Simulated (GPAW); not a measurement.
# Ti K ELNES/XANES of TiSi2 (Cmcm) from DFT, part 2 of 4

Aim: the dependence of the Ti K near-edge features of TiSi2 (Cmcm) on volume.

GPAW 26.7.0; X-ray absorption from dipole matrix elements to empty bands, plane-wave PAW LDA.

So far. Step 2 (Ground state of the crystal): The mesh shows no gap, so the system is treated as a metal and the core electron is put at the Fermi level (neutral cell).

**4. Spectrum with XCH, Ti atom 1**

The holes are 5.0 Å apart. In GPAW the data set carries the hole's charge, so charge=0 means a charged cell and charge=-1 a neutral one. The excited electron is kept in the cell, where it fills the lowest empty states and screens the hole. After the field has converged, empty bands are computed with the density fixed and the dipole matrix elements are summed.

The absorber has 4 Si at 2.58 Å, 4 Si at 2.66 Å and 2 Si at 2.81 Å (10-fold, site symmetry m2m).

The input, xas.py:

```python
import numpy as np
from ase import Atoms
from ase.parallel import parprint, paropen
from gpaw import GPAW, PW, FermiDirac, Mixer, MixerDif, setup_paths
from gpaw.test import gen
setup_paths.insert(0, '.')
gen('Ti', name='fch1s', xcname='LDA', corehole=(1, 0, 1), write_xml=True)
from gpaw.mpi import world
world.barrier()

atoms = Atoms('Ti4Si8',
    cell=[[3.53021005, 0, 3.56517397],
     [-3.53021005, 0, 3.56517397],
     [1.76510502, -6.75928154, 0]],
    scaled_positions=[[0.57344096, 0.67655904, 0.20623616],
     [0.07344096, 0.17655904, 0.20623616],
     [0.42655904, 0.32344096, 0.79376384],
     [0.92655904, 0.82344096, 0.79376384],
     [0.24984259, 0.00015741, 0.50062964],
     [0.74984259, 0.50015741, 0.50062964],
     [0.75015741, 0.99984259, 0.49937036],
     [0.25015741, 0.49984259, 0.49937036],
     [0.40412572, 0.84587428, 0.8834971],
     [0.90412572, 0.34587428, 0.8834971],
     [0.59587428, 0.15412572, 0.1165029],
     [0.09587427, 0.65412572, 0.1165029]],
    pbc=True)
atoms.calc = calc = GPAW(legacy_gpaw=True, mode=PW(430, force_complex_dtype=True), xc='LDA', setups={0: 'fch1s'},
    kpts={'size': (5, 5, 4), 'gamma': True}, occupations=FermiDirac(0.1),
    charge=-1, mixer=Mixer(0.1, 5, 50), maxiter=150,
    convergence={'density': 0.0001, 'eigenstates': 1e-6}, txt='scf.txt')
energy = atoms.get_potential_energy() + calc.get_reference_energy()
ef = calc.get_fermi_level()
out = dict(energy=energy, fermi=ef, forces=atoms.get_forces().tolist())
parprint(f'all-electron energy {energy:.4f} eV, Fermi level {ef:.4f} eV')
ev = np.array([[calc.get_eigenvalues(k, s) for k in range(len(calc.get_ibz_k_points()))] for s in range(calc.get_number_of_spins())])
out['homo'], out['lumo'], out['counts'] = ev[ev < ef].max(), ev[ev > ef].min(), sorted(set((ev < ef).sum((0, 2)).tolist()))
out['filled'] = (ev[:, 0] < ef).sum(1).tolist()

from ase.units import Ha
from gpaw.xas import dipole_matrix_elements
nb = int(calc.get_number_of_electrons() / 2) + 124
top, nb = nb, nb + 8 + nb // 12
nscf = calc.fixed_density(kpts={'size': (7, 7, 5), 'gamma': True}, nbands=nb,
    convergence={'bands': top, 'eigenstates': 5e-3}, maxiter=60, txt='nscf.txt')
cell = atoms.cell.array
ops = [cell.T @ U.T @ np.linalg.inv(cell.T) for U in nscf.wfs.kd.symmetry.op_scc]
E = np.arange(-6, 34, 0.1)
fwhm = np.interp(E, [4, 25], [0.94, 3.5])
Y, X, zero, highest = 0, 0, 1e9, 1e9
for spin in range(nscf.get_number_of_spins()):
    wfs = nscf.wfs
    mine = wfs.bd.get_slice()  # this rank's bands
    A = dipole_matrix_elements(wfs.setups[0])
    eps = np.zeros((wfs.kd.nibzkpts, nb))
    d = np.zeros((3, A.shape[1], wfs.kd.nibzkpts, nb), complex)
    for kpt in wfs.kpt_u:
        if kpt.s == spin and 0 in kpt.P_ani:
            eps[kpt.k, mine] = kpt.eps_n * Ha
            d[:, :, kpt.k, mine] = (kpt.weight * wfs.nspins / 2) ** 0.5 * np.inner(A, kpt.P_ani[0])
    world.sum(eps)
    world.sum(d)
    T = np.einsum('amkn,bmkn->abkn', d, d.conj()).real
    T = sum(np.einsum('ai,ijkn,bj->abkn', R, T, R) for R in ops) / len(ops)
    empty = eps > ef
    zero, highest = min(zero, eps[empty].min()), min(highest, eps[:, top - 1].min())
    lines = [(eps, T, empty)] if spin == 0 else lines + [(eps, T, empty)]
for eps, T, empty in lines:
    f = np.einsum('aakn->akn', T).reshape(3, -1)
    x = eps.ravel() - zero
    w = np.interp(x, E, fwhm) / 2.35482
    g = np.exp(-0.5 * ((E[:, None] - x) / w) ** 2) / (w * (2 * np.pi) ** 0.5)
    Y = Y + (f * empty.ravel()) @ g.T
    X = X + (f * ~empty.ravel()) @ g.T
out.update(E=E.round(2).tolist(), xas=Y.tolist(), xes=X.tolist(), zero=zero, valid=highest - zero, nk=len(eps), nb=nb)
for i in range(0, len(E), 10):
    parprint(f'{E[i]:7.2f}', *(f'{v:10.3e}' for v in Y[:, i]))
import json
with paropen('out.json', 'w') as f:
    json.dump(out, f)
```

Command:

```sh
$ OMP_NUM_THREADS=1 mpirun -n 4 gpaw python xas.py
```

Numbers of over 12 decimals in the logs are rounded to 6 here.

The program printed:

```text
Input parameters:
  charge: -1
  convergence: {density: 0.0001,
                eigenstates: 1e-06}
  kpts: {gamma: True,
         size: (5, 5, 4)}
  maxiter: 150
  mixer: {backend: pulay,
          beta: 0.1,
          method: separate,
          nmaxold: 5,
          weight: 50}
  mode: {ecut: 430.0,
         force_complex_dtype: True,
         name: pw}
  occupations: {fixmagmom: False,
                name: fermi-dirac,
                width: 0.1}
  setups: {0: fch1s}

Initialize ...

[... PAW data sets ...]

Reference energy: -150583.162359  # eV

Spin-paired calculation

[... convergence settings ...]
Symmetries present (total): 1
  [... symmetry matrices ...]

100 k-points: 5 x 5 x 4 Monkhorst-Pack grid + [0.000000,0.000000,1/8]
51 k-points in the irreducible part of the Brillouin zone
       k-points in crystal coordinates                weights
   0:     0.00000000    0.00000000    0.00000000          1/100
   1:     0.00000000    0.00000000    0.25000000          2/100
   2:     0.00000000    0.00000000    0.50000000          1/100
   3:     0.00000000    0.20000000   -0.25000000          2/100
   4:     0.00000000    0.20000000    0.00000000          2/100
   5:     0.00000000    0.20000000    0.25000000          2/100
   6:     0.00000000    0.20000000    0.50000000          2/100
   7:     0.00000000    0.40000000   -0.25000000          2/100
   8:     0.00000000    0.40000000    0.00000000          2/100
   9:     0.00000000    0.40000000    0.25000000          2/100
          ...
  50:     0.40000000    0.40000000    0.50000000          2/100

Wave functions: Plane wave expansion
  Cutoff energy: 430.000 eV
  Number of coefficients (min, max): 3423, 3460
  Pulay-stress correction: 0.000000 eV/Ang^3 (de/decut=0.000000)
  Using FFTW library
  Wavefunction extrapolation:
    Improved wavefunction reuse through dual PAW basis

Occupation numbers: Fermi-Dirac:
  width: 0.1000  # eV

Eigensolver
   Davidson(niter=2)

Densities:
  Coarse grid: 24*24*35 grid
  Fine grid: 48*48*70 grid
  Total Charge: 0.000000

Density mixing:
  Method: separate
  Backend: pulay
  Linear mixing parameter: 0.1
  old densities: 5
  Width of damping distribution: 1.1
  Damping of long wavelength oscillations: 50

[... Hamiltonian set-up ...]
Number of atoms: 12
Number of atomic orbitals: 84
Number of bands in calculation: 53
Number of valence electrons: 81
Bands to converge: occupied

... initialized

Initializing position-dependent things.

Density initialized from atomic densities
Creating initial wave functions:
  53 bands from LCAO basis set

             Si
               Ti
                TiSi
           Si      Si
            Si      Si
             SiTi
                Ti
                  Si

Atomic positions and initial magnetic moments

Positions:
   0 Ti    -0.000000   -1.394008    4.456467    ( 0.0000,  0.0000,  0.0000)
   1 Ti    -0.000000   -1.394008    0.891293    ( 0.0000,  0.0000,  0.0000)
   2 Ti     1.765105   -5.365273    2.673880    ( 0.0000,  0.0000,  0.0000)
   3 Ti     1.765105   -5.365273    6.239054    ( 0.0000,  0.0000,  0.0000)
   4 Si     1.765105   -3.383897    0.891293    ( 0.0000,  0.0000,  0.0000)
   5 Si     1.765105   -3.383897    4.456467    ( 0.0000,  0.0000,  0.0000)
   6 Si    -0.000000   -3.375385    6.239054    ( 0.0000,  0.0000,  0.0000)
   7 Si    -0.000000   -3.375385    2.673880    ( 0.0000,  0.0000,  0.0000)
   8 Si    -0.000000   -5.971806    4.456467    ( 0.0000,  0.0000,  0.0000)
   9 Si     3.530210   -5.971806    4.456467    ( 0.0000,  0.0000,  0.0000)
  10 Si     1.765105   -0.787476    2.673880    ( 0.0000,  0.0000,  0.0000)
  11 Si    -1.765105   -0.787476    2.673880    ( 0.0000,  0.0000,  0.0000)

Unit cell:
           periodic     x           y           z      points  spacing
  1. axis:    yes    3.530210    0.000000    3.565174    24     0.2055
  2. axis:    yes   -3.530210    0.000000    3.565174    24     0.2055
  3. axis:    yes    1.765105   -6.759282    0.000000    35     0.1931

  Lengths:   5.017255   5.017255   6.985949
  Angles:  100.240397  79.759603  89.435332

Effective grid spacing dv^(1/3) = 0.2036

iter:   1  -125.677405
iter:   2  -103.498975   +0.13  -0.92
iter:   3   -98.114638   -0.97  -1.14
iter:   4   -97.851081   -1.13  -1.28
iter:   5   -97.633456   -1.47  -1.31
iter:   6   -98.482610   -1.12  -1.55
iter:   7   -97.854343   -1.07  -1.61
iter:   8   -97.637450   -2.07  -1.84
iter:   9   -97.662030   -1.98  -2.17
iter:  10   -97.625986c  -3.20  -2.31
iter:  11   -97.623583c  -2.63  -2.55
iter:  12   -97.618839c  -3.29  -2.64
iter:  13   -97.618645c  -4.54  -3.05
iter:  14   -97.619721c  -3.69  -3.12
iter:  15   -97.618496c  -3.79  -3.04
iter:  16   -97.618449c  -5.03  -3.59
iter:  17   -97.618443c  -5.39  -3.85
iter:  18   -97.618433c  -5.60  -3.95
iter:  19   -97.618431c  -6.80c -4.27c

Converged after 19 iterations.

Dipole moment: (0.080103, -0.115515, -0.033019) |e|*Ang

Energy contributions relative to reference atoms: (reference = -150583.162359)

Kinetic:        +88.341496
Potential:      -71.125326
External:        +0.000000
XC:            -114.011782
Entropy (-ST):   -0.164136
Local:           -0.740751
SIC:             +0.000000
--------------------------
Free energy:    -97.700499
Extrapolated:   -97.618431

Showing only first 2 kpts
 Kpt  Band  Eigenvalues  Occupancy
  0    38      7.69335    2.00000
  0    39      9.92539    0.70617
  0    40     10.39727    0.00970
  0    41     10.42889    0.00708

  1    38      8.43792    2.00000
  1    39      9.90372    0.80801
  1    40     10.38109    0.01139
[...]
Fermi level: 9.86484

No gap
No difference between direct/indirect transitions

Forces in eV/Ang:
  0 Ti    0.03340   -0.49022   -0.00000
  1 Ti   -0.02505   -0.06573   -0.00000
  2 Ti   -0.00583    0.16093    0.03603
  3 Ti   -0.00583    0.16093   -0.03603
  4 Si    0.09001    0.18042    0.00000
  5 Si   -0.08831    0.14308   -0.00000
  6 Si    0.00124    0.15959   -0.08821
  7 Si    0.00124    0.15959    0.08821
  8 Si    0.06065    0.05112   -0.00000
  9 Si   -0.05821    0.09864   -0.00000
 10 Si   -0.00172   -0.27773    0.01513
 11 Si   -0.00172   -0.27773   -0.01513
Scalar-relativistic atomic LDA calculation for Ti (Titanium, Z=22)
Core hole in 1s state (1s occupation: 1.0)
600 radial gridpoints.
|------------------------------------------------|
|------------------------------------------------|
[... the atom generator's iteration count ...]

Energy contributions:
-------------------------
Kinetic:     +672.671614
XC:           -34.028348
Potential:  -1307.172598
-------------------------
Total:       -668.529332

state      eigenvalue         ekin         rmax
-----------------------------------------------
1s^1.0 :  -187.828620   240.500426        0.045
2s^2.0 :   -22.002726    43.832967        0.262
2p^6.0 :   -18.989232    43.629197        0.209
3s^2.0 :    -2.983269     9.467322        0.829
3p^6.0 :    -2.108060     8.391345        0.840
3d^2.0 :    -0.666650     5.344221        0.850
4s^2.0 :    -0.460559     1.379460        2.509
4p^0.0 :    -0.300118     0.992184        2.957
-----------------------------------------------
(units: Bohr and Hartree)

Generating PAW setup
Kinetic energy of the core from tauc = 593.006445
Cutoffs:
rc(s)=2.400
rc(p)=2.000
rc(d)=2.000
rc(vbar)=1.800
rc(comp)=2.300
rc(nct)=2.400

Kinetic energy of the core states: 589.941539
Charge: 1.0
Core electrons: 9.0
Valence electrons: 12.0
Pseudo-core charge: 0.000000
Shape function alpha=1.890
Pseudo-electron charge 5.350237
state    eigenvalue         norm
--------------------------------
3s(2) :    -2.983269     0.223229
4s(2) :    -0.460559     1.020774
3p(6) :    -2.108060     0.336604
4p(0) :    -0.300118     0.967107
3d(2) :    -0.666650     0.421304
*d    :     0.333350
--------------------------------

Diagonalizing with gridspacing h=0.050

state   all-electron     PAW
-------------------------------
3s:      -2.983269    -2.983558
3p:      -2.108060    -2.108705
3d:      -0.666650    -0.667242
*f:                   -0.026873
-------------------------------
all-electron energy -150680.7808 eV, Fermi level 9.8648 eV
[...]
31.00  3.685e-07  3.954e-07  3.830e-07
  32.00  3.395e-07  3.718e-07  3.228e-07
  33.00  3.252e-07  3.548e-07  2.873e-07
```

Run time: 3 min. Hardware: 4 MPI ranks of AMD EPYC 9R14 (Zen 4), shared host; peak memory 0.86 GiB.

The Ti K spectrum, Ti atom 1, excited-electron core hole (neutral cell) (energy from the lowest empty level; intensity scaled to a mean of 1 over the first 20 eV; polarised curves are means over the symmetry-equivalent atoms):

| E (eV) | isotropic | ε ∥ x | ε ∥ y | ε ∥ z |
| --- | --- | --- | --- | --- |
| -2.0 | 0.00 | 0.00 | 0.00 | 0.00 |
| -0.5 | 0.02 | 0.02 | 0.02 | 0.02 |
| 1.0 | 0.46 | 0.54 | 0.24 | 0.60 |
| 2.5 | 0.67 | 0.83 | 0.41 | 0.76 |
| 4.0 | 1.03 | 1.11 | 0.85 | 1.14 |
| 5.5 | 1.01 | 1.05 | 1.01 | 0.99 |
| 7.0 | 1.09 | 0.97 | 1.22 | 1.09 |
| 8.5 | 1.20 | 1.08 | 1.57 | 0.96 |
| 10.0 | 1.12 | 0.96 | 1.23 | 1.16 |
| 11.5 | 0.80 | 0.80 | 0.72 | 0.86 |
| 13.0 | 0.87 | 0.90 | 0.74 | 0.96 |
| 14.5 | 1.17 | 1.28 | 1.09 | 1.14 |
| 16.0 | 1.23 | 1.17 | 1.40 | 1.10 |
| 17.5 | 1.17 | 1.05 | 1.44 | 1.01 |
| 19.0 | 1.31 | 1.26 | 1.54 | 1.14 |
| 20.5 | 1.63 | 1.70 | 1.73 | 1.48 |
| 22.0 | 1.76 | 1.86 | 1.67 | 1.76 |
| 23.5 | 1.69 | 1.77 | 1.46 | 1.83 |
| 25.0 | 1.56 | 1.64 | 1.33 | 1.71 |
| 26.5 | 1.44 | 1.46 | 1.29 | 1.55 |
| 28.0 | 1.27 | 1.22 | 1.20 | 1.38 |
| 29.5 | 1.06 | 0.99 | 1.04 | 1.14 |

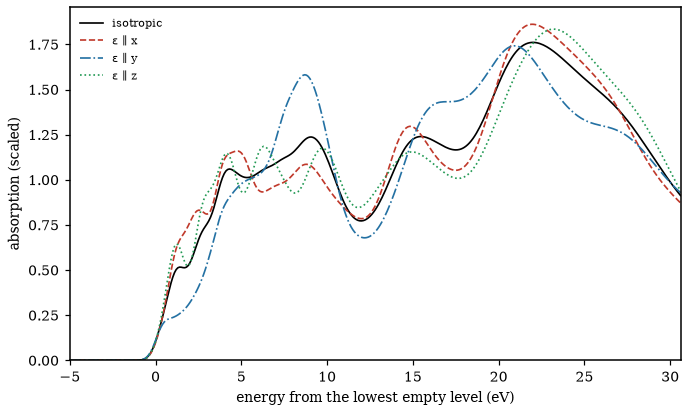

The Ti K edge, Ti atom 1, excited-electron core hole (neutral cell): main maxima at 9.0, 15.5 and 22.0 eV.

Main maxima below 30 eV (height): 4.3 eV (1.06), 9.0 eV (1.24), 15.5 eV (1.24) and 22.0 eV (1.76). A K edge sees empty p states, which here mix into the lowest empty bands, so that weight starts at the zero.

The total-energy difference is 4969.88 eV. One term is added: -22.68 eV, since the hole is spin-paired here and a spin-polarised one costs that much less in the free atom (computed apart). The photon energy is then 4947.20 eV. The tabulated edge of the element is 4966 eV. The functional leaves an error in such absolute values: in the free atom LDA prices this hole 13.2 eV below PBE (computed apart), and PBE is itself good to a few eV.

**5. Reference energy of the supercell**

The cell changes for the next run, so it gets a reference energy of its own.

The cell differs from the one that the last finished run ended in (a 5.017 → 4.915 Å, b 5.017 → 4.915 Å, c 6.986 → 6.843 Å).

The input, scf.py:

```python
import numpy as np
from ase import Atoms
from ase.parallel import parprint, paropen
from gpaw import GPAW, PW, FermiDirac, Mixer, MixerDif, setup_paths
from gpaw.test import gen
setup_paths.insert(0, '.')
gen('Ti', name='nch1s', xcname='LDA', corehole=(1, 0, 0), write_xml=True)
from gpaw.mpi import world
world.barrier()

atoms = Atoms('Ti4Si8',
    cell=[[3.45814473, 0, 3.4923949],
     [-3.45814473, 0, 3.4923949],
     [1.72907236, -6.6212983, 0]],
    scaled_positions=[[0.57344096, 0.67655904, 0.20623616],
     [0.07344096, 0.17655904, 0.20623616],
     [0.42655904, 0.32344096, 0.79376384],
     [0.92655904, 0.82344096, 0.79376384],
     [0.24984259, 0.00015741, 0.50062964],
     [0.74984259, 0.50015741, 0.50062964],
     [0.75015741, 0.99984259, 0.49937036],
     [0.25015741, 0.49984259, 0.49937036],
     [0.40412572, 0.84587428, 0.8834971],
     [0.90412572, 0.34587428, 0.8834971],
     [0.59587428, 0.15412572, 0.1165029],
     [0.09587427, 0.65412572, 0.1165029]],
    pbc=True)
atoms.calc = calc = GPAW(legacy_gpaw=True, mode=PW(430, force_complex_dtype=True), xc='LDA', setups={0: 'nch1s'},
    kpts={'size': (5, 5, 4), 'gamma': True}, occupations=FermiDirac(0.1),
    charge=0, mixer=Mixer(0.1, 5, 50), maxiter=150,
    convergence={'density': 0.0001, 'eigenstates': 1e-6}, txt='scf.txt')
energy = atoms.get_potential_energy() + calc.get_reference_energy()
ef = calc.get_fermi_level()
out = dict(energy=energy, fermi=ef, forces=atoms.get_forces().tolist())
parprint(f'all-electron energy {energy:.4f} eV, Fermi level {ef:.4f} eV')
ev = np.array([[calc.get_eigenvalues(k, s) for k in range(len(calc.get_ibz_k_points()))] for s in range(calc.get_number_of_spins())])
out['homo'], out['lumo'], out['counts'] = ev[ev < ef].max(), ev[ev > ef].min(), sorted(set((ev < ef).sum((0, 2)).tolist()))
out['filled'] = (ev[:, 0] < ef).sum(1).tolist()
import json
with paropen('out.json', 'w') as f:
    json.dump(out, f)
```

Command:

```sh
$ OMP_NUM_THREADS=1 mpirun -n 4 gpaw python scf.py
```

The program printed:

```text
Input parameters:
  convergence: {density: 0.0001,
                eigenstates: 1e-06}
  kpts: {gamma: True,
         size: (5, 5, 4)}
  maxiter: 150
  mixer: {backend: pulay,
          beta: 0.1,
          method: separate,
          nmaxold: 5,
          weight: 50}
  mode: {ecut: 430.0,
         force_complex_dtype: True,
         name: pw}
  occupations: {fixmagmom: False,
                name: fermi-dirac,
[...]
4s(2) :    -0.168799     0.990650
3p(6) :    -1.425558     0.436626
4p(0) :    -0.056429     0.981035
3d(2) :    -0.164024     0.588737
*d    :     0.835976
--------------------------------

Diagonalizing with gridspacing h=0.050

state   all-electron     PAW
-------------------------------
3s:      -2.287902    -2.288205
3p:      -1.425558    -1.426242
3d:      -0.164024    -0.164519
*f:                    0.065395
-------------------------------
all-electron energy -155650.6627 eV, Fermi level 10.6379 eV
[key lines of the parts left out:]
Converged after 16 iterations.
Dipole moment: (-0.000000, -0.000000, -0.000001) |e|*Ang
Free energy:    -85.211530
Fermi level: 10.63792
```

Wall time 34 s (4 MPI ranks); peak memory 0.29 GiB.

Reference energy: -155650.663 eV with the cores included.

**6. Spectrum with XCH, Ti atom 1**

Shorter bonds are expected to push antibonding states and scattering resonances up, and longer ones down; the cell is scaled to test that.

Changed against the first core-hole run: volume scale from 1 to 0.94.

Edit xas.py of step 4 so:

```diff
@@ -11,5 +11,5 @@
 atoms = Atoms('Ti4Si8',
-    cell=[[3.53021005, 0, 3.56517397],
-     [-3.53021005, 0, 3.56517397],
-     [1.76510502, -6.75928154, 0]],
+    cell=[[3.45814473, 0, 3.4923949],
+     [-3.45814473, 0, 3.4923949],
+     [1.72907236, -6.6212983, 0]],
     scaled_positions=[[0.57344096, 0.67655904, 0.20623616],
@@ -41,3 +41,3 @@
 from gpaw.xas import dipole_matrix_elements
-nb = int(calc.get_number_of_electrons() / 2) + 124
+nb = int(calc.get_number_of_electrons() / 2) + 118
 top, nb = nb, nb + 8 + nb // 12
```

Command:

```sh
$ OMP_NUM_THREADS=1 mpirun -n 4 gpaw python xas.py
```

The program printed:

```text
Input parameters:
  charge: -1
  convergence: {density: 0.0001,
                eigenstates: 1e-06}
  kpts: {gamma: True,
         size: (5, 5, 4)}
  maxiter: 150
  mixer: {backend: pulay,
          beta: 0.1,
          method: separate,
          nmaxold: 5,
          weight: 50}
  mode: {ecut: 430.0,
         force_complex_dtype: True,
         name: pw}
  occupations: {fixmagmom: False,
[...]
*d    :     0.333350
--------------------------------

Diagonalizing with gridspacing h=0.050

state   all-electron     PAW
-------------------------------
3s:      -2.983269    -2.983558
3p:      -2.108060    -2.108705
3d:      -0.666650    -0.667242
*f:                   -0.026873
-------------------------------
all-electron energy -150680.9643 eV, Fermi level 10.6540 eV
[...]
32.00  3.889e-07  4.131e-07  4.110e-07
  33.00  3.497e-07  3.812e-07  3.446e-07
[key lines of the parts left out:]
Converged after 18 iterations.
Dipole moment: (0.076703, -0.106695, -0.030281) |e|*Ang
Free energy:    -97.877468
Fermi level: 10.65400
```

Run time: 2.8 min. Hardware: 4 MPI ranks; peak memory 0.81 GiB; 11 min of CPU time.

| E (eV) | first run | this run |
| --- | --- | --- |
| -2.0 | 0.00 | 0.00 |
| -1.0 | 0.00 | 0.00 |
| 0.0 | 0.11 | 0.11 |
| 1.0 | 0.46 | 0.48 |
| 2.0 | 0.54 | 0.56 |
| 3.0 | 0.76 | 0.80 |
| 4.0 | 1.03 | 1.07 |
| 5.0 | 1.02 | 1.13 |
| 6.0 | 1.04 | 1.09 |
| 7.0 | 1.09 | 1.11 |
| 8.0 | 1.15 | 1.14 |
| 9.0 | 1.24 | 1.19 |
| 10.0 | 1.12 | 1.19 |
| 11.0 | 0.87 | 0.99 |
| 12.0 | 0.77 | 0.81 |
| 13.0 | 0.87 | 0.81 |
| 14.0 | 1.08 | 0.96 |
| 15.0 | 1.23 | 1.16 |
| 16.0 | 1.23 | 1.24 |
| 17.0 | 1.18 | 1.21 |
| 18.0 | 1.18 | 1.15 |
| 19.0 | 1.31 | 1.18 |
| 20.0 | 1.53 | 1.33 |
| 21.0 | 1.71 | 1.56 |
| 22.0 | 1.76 | 1.73 |
| 23.0 | 1.73 | 1.79 |
| 24.0 | 1.65 | 1.78 |
| 25.0 | 1.56 | 1.73 |
| 26.0 | 1.48 | 1.67 |
| 27.0 | 1.39 | 1.60 |
| 28.0 | 1.27 | 1.51 |
| 29.0 | 1.13 | 1.40 |
| 30.0 | 0.99 | 1.25 |

Against the first run the r.m.s. difference is 10 %. The highest intensity below 24 eV goes from 22.0 eV (1.76) to 23.2 eV (1.79).

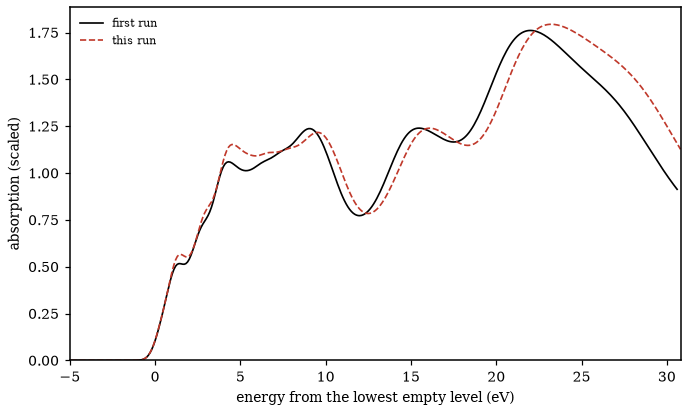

The effect of the change (volume scale from 1 to 0.94).

The photon energy of the zero moves by -0.18 eV.

[end of part 2 of 4]

[Banner, clock and machine lines of the logs are left out without a mark of their own.]

[Logs are printed without paths, hosts, clocks, repeated set-up lines and the standing remarks that a program may print on its own settings, such as how far it seeks lower states.]

[Hosts, paths, dates, database ids (printed as entryN), source tags and the programs' standing remarks are cut or masked in the printed files.]

[Lists of maxima count a maximum above −3 eV only where it reaches 4 % of the highest in the window and stands out from its surroundings by 2 % of it (1.5 % where it reaches 55 %); shoulders and weaker maxima are passed over, and of the rest the first, up to two pre-edge ones and the few strongest are named.]
